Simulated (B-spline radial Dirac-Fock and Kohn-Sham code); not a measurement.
# Internal conversion in V

Wanted: how often a nuclear transition in V ejects an electron in place of a γ ray, by multipolarity.

The numbers are computed with B-spline radial Dirac-Fock and Kohn-Sham code (version 5): internal conversion coefficients: Dirac-Hartree-Slater potential of the neutral atom with a Latter tail, no hole, finite nucleus with surface currents.

## (1) The atom as given

Atomic vanadium in the configuration 1s2 2s2 2p6 3s2 3p6 3d3 4s2.

| Quantity | Value |
| --- | --- |
| nuclear charge | 23 |
| electrons | 23 |
| mass number | 51 |
| nuclear rms radius | 3.6002 fm |

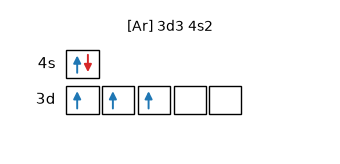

The shells outside the core; arrows follow Hund's rule for the drawing alone (heavy ions are jj-coupled), while the calculation averages over the configuration.

## (2) 10.40 keV

Input, one item of task.json (shells as n, l, occupation):

```json
{
  "Z": 23,
  "q": 0,
  "cfg": [[1, 0, 2], [2, 0, 2], [2, 1, 6], [3, 0, 2], [3, 1, 6], [3, 2, 3], [4, 0, 2]],
  "A": 51,
  "rrms": 3.6002,
  "tag": "ground",
  "do": "conversion",
  "edges": {"K": 5465.0, "L1": 626.7, "L2": 519.8, "L3": 512.1, "M1": 66.3, "M2": 37.2, "M3": 37.2, "M4": 2.0, "M5": 2.0},
  "gamma": [10.4, 17.6, 37.6, 104.0, 185.0, 272.0, 357.0, 500, 1050.0, 2000]
}
```

Command:

```
$ python xray2_run.py task.json out
```

This run: transition_energy = 10.4.

Results of the run (chosen fields of its result record, rounded):

```text
{
  "status": "converged",
  "shells": ["K", "L1", "L2", "L3", "M1", "M2", "M3", "M4", "M5", "N1"],
  "binding [eV]": [5465.0, 626.7, 519.8, 512.1, 66.3, 49.8676, 48.9769, 8.85801, 8.7769, 6.35778],
  "E1": [24.18, 1.773, 0.2605, 0.4904, 0.2466, 0.03286, 0.06185, 0.0001548, 0.0002263, 0.01671],
  "E2": [1035.0, 77.03, 163.4, 301.3, 10.88, 21.35, 39.36, 0.02439, 0.03494, 0.7372],
  "E3": [33510.0, 2050.0, 47200.0, 86110.0, 298.1, 6318.0, 11510.0, 17.73, 25.99, 20.22],
  "E4": [1052000.0, 26340.0, 7968000.0, 14460000.0, 4175.0, 1094000.0, 1979000.0, 11540.0, 16530.0, 284.9],
  "M1": [12.24, 1.115, 0.06788, 0.02825, 0.1581, 0.008952, 0.003691, 1.051e-05, 8.434e-06, 0.01074],
  "M2": [1046.0, 141.8, 12.87, 40.13, 20.87, 1.728, 5.388, 0.004557, 0.001006, 1.423],
  "M3": [47160.0, 12510.0, 1710.0, 17670.0, 1946.0, 235.2, 2449.0, 2.386, 2.125, 133.5],
  "M4": [1888000.0, 1045000.0, 197700.0, 3388000.0, 172500.0, 27880.0, 491400.0, 691.3, 1996.0, 11910.0]
}
```

## (3) 37.60 keV

This run: transition_energy = 37.6.

Results of the run (chosen fields of its result record, rounded):

```text
{
  "status": "converged",
  "shells": ["K", "L1", "L2", "L3", "M1", "M2", "M3", "M4", "M5", "N1"],
  "binding [eV]": [5465.0, 626.7, 519.8, 512.1, 66.3, 49.8676, 48.9769, 8.85801, 8.7769, 6.35778],
  "E1": [0.5816, 0.04819, 0.002103, 0.00385, 0.006758, 0.0002768, 0.0005063, 3.371e-07, 4.914e-07, 0.0004586],
  "E2": [14.41, 1.16, 0.2472, 0.4236, 0.1624, 0.03282, 0.0562, 1.489e-05, 2.069e-05, 0.01101],
  "E3": [293.5, 22.68, 19.1, 31.65, 3.167, 2.553, 4.227, 0.001849, 0.002587, 0.2146],
  "E4": [5758.0, 419.8, 1003.0, 1638.0, 58.4, 134.8, 219.9, 0.2815, 0.3763, 3.954],
  "M1": [0.2904, 0.02659, 0.001121, 0.0005053, 0.00377, 0.0001495, 6.703e-05, 6.25e-08, 5.492e-08, 0.0002561],
  "M2": [7.314, 0.7576, 0.06165, 0.07653, 0.1089, 0.008257, 0.01027, 5.812e-06, 1.585e-06, 0.007408],
  "M3": [165.6, 19.78, 2.612, 7.104, 2.887, 0.3516, 0.9653, 0.0007253, 0.0003225, 0.1968],
  "M4": [3725.0, 515.2, 97.8, 399.5, 76.41, 13.23, 55.0, 0.06011, 0.05979, 5.216]
}
```

## (4) 185.0 keV

This run: transition_energy = 185.0.

Results of the run (chosen fields of its result record, rounded):

```text
{
  "status": "converged",
  "shells": ["K", "L1", "L2", "L3", "M1", "M2", "M3", "M4", "M5", "N1"],
  "binding [eV]": [5465.0, 626.7, 519.8, 512.1, 66.3, 49.8676, 48.9769, 8.85801, 8.7769, 6.35778],
  "E1": [0.004334, 0.0003837, 4.564e-06, 8.247e-06, 5.421e-05, 6.106e-07, 1.102e-06, 1.606e-10, 2.467e-10, 3.683e-06],
  "E2": [0.03163, 0.002779, 9.569e-05, 0.0001315, 0.0003924, 1.282e-05, 1.761e-05, 1.627e-09, 2.103e-09, 2.665e-05],
  "E3": [0.1947, 0.01697, 0.00156, 0.001845, 0.002393, 0.0002094, 0.0002473, 2.837e-08, 3.334e-08, 0.0001625],
  "E4": [1.14, 0.09848, 0.01927, 0.02129, 0.01388, 0.002589, 0.002857, 7.788e-07, 7.843e-07, 0.0009423],
  "M1": [0.004195, 0.0003811, 6.808e-06, 3.527e-06, 5.399e-05, 9.129e-07, 4.719e-07, 9.371e-11, 1.022e-10, 3.669e-06],
  "M2": [0.02641, 0.002459, 8.681e-05, 4.978e-05, 0.0003495, 1.165e-05, 6.679e-06, 1.543e-09, 6.056e-10, 2.376e-05],
  "M3": [0.1609, 0.01538, 0.0008975, 0.000859, 0.002192, 0.0001206, 0.0001157, 3.734e-08, 9.661e-09, 0.0001491],
  "M4": [0.9811, 0.09638, 0.008307, 0.0113, 0.01378, 0.001117, 0.001526, 6.985e-07, 2.853e-07, 0.0009375]
}
```

## (5) 357.0 keV

This run: transition_energy = 357.0.

Results of the run (chosen fields of its result record, rounded):

```text
{
  "status": "converged",
  "shells": ["K", "L1", "L2", "L3", "M1", "M2", "M3", "M4", "M5", "N1"],
  "binding [eV]": [5465.0, 626.7, 519.8, 512.1, 66.3, 49.8676, 48.9769, 8.85801, 8.7769, 6.35778],
  "E1": [0.0006309, 5.645e-05, 4.195e-07, 8.013e-07, 7.981e-06, 5.622e-08, 1.073e-07, 8.476e-12, 1.451e-11, 5.421e-07],
  "E2": [0.002777, 0.0002478, 4.726e-06, 5.778e-06, 3.502e-05, 6.34e-07, 7.743e-07, 4.971e-11, 6.459e-11, 2.379e-06],
  "E3": [0.01062, 0.0009453, 4.32e-05, 4.032e-05, 0.0001336, 5.8e-06, 5.408e-06, 4.051e-10, 4.318e-10, 9.074e-06],
  "E4": [0.03884, 0.003445, 0.0003108, 0.0002543, 0.0004868, 4.176e-05, 3.413e-05, 5.516e-09, 4.47e-09, 3.306e-05],
  "M1": [0.0008699, 7.883e-05, 8.71e-07, 5.106e-07, 1.116e-05, 1.169e-07, 6.838e-08, 6.787e-12, 9.089e-12, 7.584e-07],
  "M2": [0.003407, 0.0003127, 6.526e-06, 3.056e-06, 4.435e-05, 8.761e-07, 4.098e-07, 5.732e-11, 3.024e-11, 3.014e-06],
  "M3": [0.01274, 0.001185, 4.014e-05, 2.739e-05, 0.0001684, 5.392e-06, 3.683e-06, 7.399e-10, 1.864e-10, 1.144e-05],
  "M4": [0.0473, 0.004464, 0.0002221, 0.0002113, 0.000635, 2.985e-05, 2.846e-05, 7.973e-09, 2.417e-09, 4.317e-05]
}
```

## (6) 1050 keV

This run: transition_energy = 1050.0.

Results of the run (chosen fields of its result record, rounded):

```text
{
  "status": "converged",
  "shells": ["K", "L1", "L2", "L3", "M1", "M2", "M3", "M4", "M5", "N1"],
  "binding [eV]": [5465.0, 626.7, 519.8, 512.1, 66.3, 49.8676, 48.9769, 8.85801, 8.7769, 6.35778],
  "E1": [4.982e-05, 4.481e-06, 1.372e-08, 3.525e-08, 6.342e-07, 1.842e-09, 4.727e-09, 1.214e-13, 3.436e-13, 4.309e-08],
  "E2": [0.0001117, 1.006e-05, 6.445e-08, 8.011e-08, 1.425e-06, 8.653e-09, 1.074e-08, 3.334e-13, 6.094e-13, 9.68e-08],
  "E3": [0.0002288, 2.065e-05, 2.606e-07, 1.929e-07, 2.924e-06, 3.501e-08, 2.589e-08, 9.701e-13, 1.241e-12, 1.987e-07],
  "E4": [0.0004537, 4.104e-05, 8.957e-07, 4.889e-07, 5.811e-06, 1.204e-07, 6.562e-08, 4.166e-12, 3.135e-12, 3.949e-07],
  "M1": [8.768e-05, 7.923e-06, 3.573e-08, 3.225e-08, 1.122e-06, 4.798e-09, 4.324e-09, 1.221e-13, 3.125e-13, 7.623e-08],
  "M2": [0.0001899, 1.724e-05, 1.316e-07, 6.107e-08, 2.443e-06, 1.768e-08, 8.191e-09, 3.796e-13, 4.933e-13, 1.66e-07],
  "M3": [0.0003864, 3.525e-05, 4.078e-07, 1.767e-07, 4.997e-06, 5.478e-08, 2.372e-08, 1.838e-12, 9.486e-13, 3.396e-07],
  "M4": [0.0007671, 7.035e-05, 1.148e-06, 6.039e-07, 9.978e-06, 1.543e-07, 8.117e-08, 9.027e-12, 2.59e-12, 6.781e-07]
}
```

## (7) Tables and plots

Sums over all open shells:

```csv
energy (keV),E1,M1,E2,M2,E3,M3,deepest shell
10.40,27.1,13.6,1650,1270,187000,83800,K
37.60,0.644,0.323,16.5,8.34,377,200,K
185.0,0.00479,0.00465,0.0351,0.0294,0.218,0.181,K
357.0,6.97e-04,9.62e-04,0.00307,0.00378,0.0118,0.0142,K
1050,5.50e-05,9.69e-05,1.23e-04,2.10e-04,2.53e-04,4.28e-04,K
```

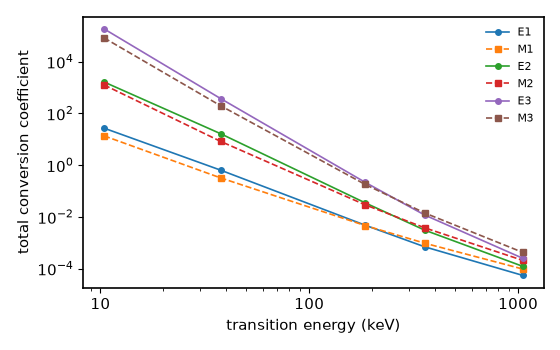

Total conversion coefficients by multipolarity.

Subshell ratios at 185.0 keV, which tell multipoles apart:

```csv
multipole,L1/L2,L1/L3,K/L
E1,84.1,46.5,10.9
M1,56.0,108,10.7
E2,29.0,21.1,10.5
M2,28.3,49.4,10.2
E3,10.9,9.20,9.56
M3,17.1,17.9,9.39
```

## (8) Summary of results

| quantity | value |
| --- | --- |
| E1, M1, E2 at 185.0 keV | 0.00479, 0.00465, 0.0351 |
| share of decays by electrons for M1 there | 0.462 % |

At 185.0 keV γ emission outweighs conversion for every multipole up to E3 and M3. From 10.40 to 1050 keV the M1 coefficient goes as energy to the power -2.6. L1/L3 is 108 for M1 and 21.1 for E2, so the L lines reveal the mixture. Pair formation and nuclear penetration beyond the surface-current model are left out.
